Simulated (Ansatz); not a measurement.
# CH7BSi (SMILES CB[SiH3]) at CCSD(T)/6-311+G(d,p)

Aim: the vertical singlet–triplet gap of CH7BSi at CCSD(T)/6-311+G**, from 2 runs. 

The calculation is run with Ansatz 0.2.0.

65 further runs of the same task are left out: 65 set aside as unsound or not needed.

## (1) Starting point

The species is CH7BSi (10 atoms), meant as a singlet with charge 0. As SMILES, `CB[SiH3]`. The coordinates come from a PBE0-D4/def2-TZVP relaxation.

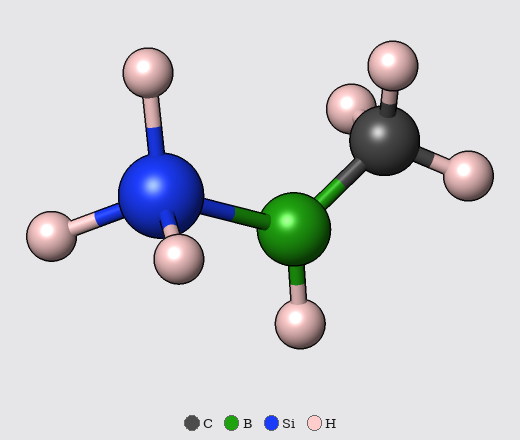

The structure, seen from a chosen angle (carbon dark grey, boron green, silicon blue, hydrogen pink).

## (2) The energy at CCSD(T)/6-311+G(d,p)

Contents of in.yaml:

```yaml
crystal:
  periodic: [false, false, false]
  atoms:
    - {symbol: C, position_ang: [-1.087900, 0.975000, -0.576900]}
    - {symbol: B, position_ang: [0.112000, 0.000300, -0.689900]}
    - {symbol: Si, position_ang: [1.014100, -0.883100, 0.884800]}
    - {symbol: H, position_ang: [-1.958400, 0.307500, -0.716200]}
    - {symbol: H, position_ang: [-1.157900, 1.712200, -1.380000]}
    - {symbol: H, position_ang: [-1.228600, 1.454100, 0.393400]}
    - {symbol: H, position_ang: [0.516800, -0.288200, -1.783700]}
    - {symbol: H, position_ang: [1.154200, -2.354100, 0.685500]}
    - {symbol: H, position_ang: [0.324900, -0.654200, 2.186700]}
    - {symbol: H, position_ang: [2.393700, -0.320800, 0.999300]}
basis:
  gaussian: {orbitals: 6-311+G_st__st_-spherical.json}
total_charge: 0
correlation: {method: ccsd_t, frozen_orbitals: {B: 1, C: 1, H: 0, Si: 5}}
accuracy: high
scf: {omitted_lower_state_checks: [cluster_reference, increment]}
```

The basis set 6-311+G** is read from a file made from the Basis Set Exchange's data (not shown).

Command:

```
ansatz run in.yaml --threads 1 --pin off --max-ram 3480MiB --events-out events.jsonl --progress --plain --runs-dir runs
```

Log, cut to the lines that bear on the results:

```text
Warning: RAYON_NUM_THREADS=1 ignored (pool sized by the plan → 1); use --threads N
Functional definition: HF
  name "HF"
[...]
2301 factors; integrals over basis functions are off by at most 4.2e-9 eV
[...]
mean field -9675.14211593 eV, -355.5549147136 hartree, gradient 7.4e-9 eV, S^2 0.000000; 0 other end points of the search recorded, 0 dependent functions left out
7 core orbitals not correlated: weight in the atoms' cores, before any rotation towards them, 1.000 or more for the frozen orbitals, at most 0.000 for the correlated occupied ones
reference -9675.14211593 eV, -355.5549147136 hartree; 9, 9 occupied and 100, 100 virtual orbitals, 2301 factors
second order -9.53286981 eV of doubles, -0.00000000 eV of singles
cycle   1  -10.60597450 eV  change    -1.1e0 eV  update   7.6e-2
[...]
cycle  22  -11.02056407 eV  change  -4.2e-10 eV  update  8.0e-10
perturbative correction -0.31312280 eV, -0.0115070505 hartree
Total energy: -9686.47580280 eV, -355.9714200238 hartree
Checks for a lower state left out: cluster_reference, increment
```

Run time: 34 s. Hardware: 1 thread of Arm Neoverse V2, shared host; peak memory 1 GiB.

## (3) The triplet

Edit in.yaml of step 2 so:

```diff
@@ -14,6 +14,12 @@
 basis:
-  gaussian: {orbitals: 6-311+G_st__st_-spherical.json}
-total_charge: 0
-correlation: {method: ccsd_t, frozen_orbitals: {B: 1, C: 1, H: 0, Si: 5}}
+  gaussian:
+    orbitals: 6-311+G_st__st_-spherical.json
+scf:
+  omitted_lower_state_checks: [cluster_reference, increment]
+magnetization:
+  spin_polarized: true
+  initial_magnetization: 2
+correlation:
+  method: ccsd_t
+  frozen_orbitals: {B: 1, C: 1, H: 0, Si: 5}
 accuracy: high
-scf: {omitted_lower_state_checks: [cluster_reference, increment]}
```

The basis set 6-311+G** is read from a file made from the Basis Set Exchange's data (not shown).

Command:

```
ansatz run in.yaml --threads 1 --pin off --max-ram 3480MiB --events-out events.jsonl --progress --plain --runs-dir runs
```

Log, cut to the lines that bear on the results:

```text
Warning: RAYON_NUM_THREADS=1 ignored (pool sized by the plan → 1); use --threads N
Functional definition: HF
  name "HF"
[...]
2301 factors; integrals over basis functions are off by at most 4.2e-9 eV
[...]
mean field -9671.46199296 eV, -355.4196726890 hartree, gradient 2.8e-8 eV, S^2 2.011564; 2 other end points of the search recorded, 0 dependent functions left out
7 core orbitals not correlated: weight in the atoms' cores, before any rotation towards them, 1.000 or more for the frozen orbitals, at most 0.000 for the correlated occupied ones
reference -9671.46199296 eV, -355.4196726890 hartree; 10, 8 occupied and 99, 101 virtual orbitals, 2301 factors
second order -9.31225876 eV of doubles, -0.00000000 eV of singles
cycle   1  -10.36122980 eV  change    -1.0e0 eV  update   8.2e-2
[...]
cycle  28  -10.82133407 eV  change   -1.0e-9 eV  update   2.2e-9
perturbative correction -0.32547004 eV, -0.0119608032 hartree
Total energy: -9682.60879707 eV, -355.8293101845 hartree
Checks for a lower state left out: cluster_reference, increment
```

It took 2.2 min on 1 thread of Arm Neoverse V2, shared host; peak memory 2.3 GiB.

## (4) Results

At CCSD(T)/6-311+G**, 7 core orbitals frozen:

```
                                            quantity          value
                               singlet: total energy  -355.97142 Eh
singlet: correlation energy (7 core orbitals frozen)     -416.5 mEh
                             singlet: (T) correction     -11.51 mEh
                              singlet: T1 diagnostic          0.011
                               triplet: total energy  -355.82931 Eh
triplet: correlation energy (7 core orbitals frozen)     -409.6 mEh
                             triplet: (T) correction     -11.96 mEh
          triplet: ⟨S²⟩ of the reference determinant          2.012
                              triplet: T1 diagnostic          0.018
    vertical energy of the triplet above the singlet       3.867 eV
```

In words: At this shape the triplet lies 3.87 eV (89 kcal/mol) above the singlet. The triples (singlet) make up 2.8 % of the correlation energy. The triples (triplet) make up 2.9 % of the correlation energy.
